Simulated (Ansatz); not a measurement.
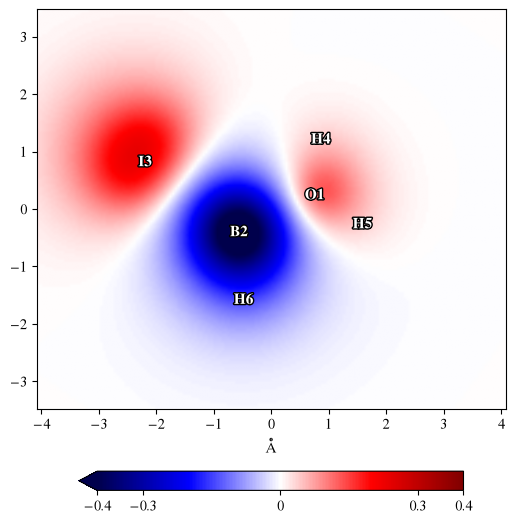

*BH₃IO (SMILES [OH2+]BI) (charge +1). The LUMO on a plane 0.8 Å above the molecular plane (values in Å⁻³ᐟ²; the overall sign is arbitrary).*

Geometry: PBE0-D4/def2-TZVP; core potentials replace the inner electrons of I.

Level of theory: Ansatz, RKS PBE0-D4/def2-TZVPP.

Input file:

```
crystal:
  periodic: [false, false, false]
  atoms:
    - {symbol: O, position_ang: [-0.628099, -0.398664, 0.285957]}
    - {symbol: B, position_ang: [0.647838, 0.177047, -0.137835]}
    - {symbol: I, position_ang: [0.576249, 1.873480, -1.273183]}
    - {symbol: H, position_ang: [-1.486110, -0.003052, 0.045878]}
    - {symbol: H, position_ang: [-0.683770, -1.205508, 0.828384]}
    - {symbol: H, position_ang: [1.573902, -0.443303, 0.250799]}
basis:
  gaussian: {orbitals: def2-TZVPP}
total_charge: 1
hamiltonian: {xc: pbe0, dispersion: d4}
output: {orbitals: {seedname: orbitals}}
```

Command:

```sh
ansatz run in.yaml --threads 2 --pin off --events-out ev --progress --plain --max-ram 4352MiB
```

### Describe this orbital and give its energy.

Its weight (Hirshfeld) is mainly on B2 (about 55 %), I3 (about 25 %), O1 (about 10 %) and H6 (about 5 %); it changes sign across the molecular plane (π type); π-antibonding (a node) across B2–I3. Its energy is −7.01 eV.
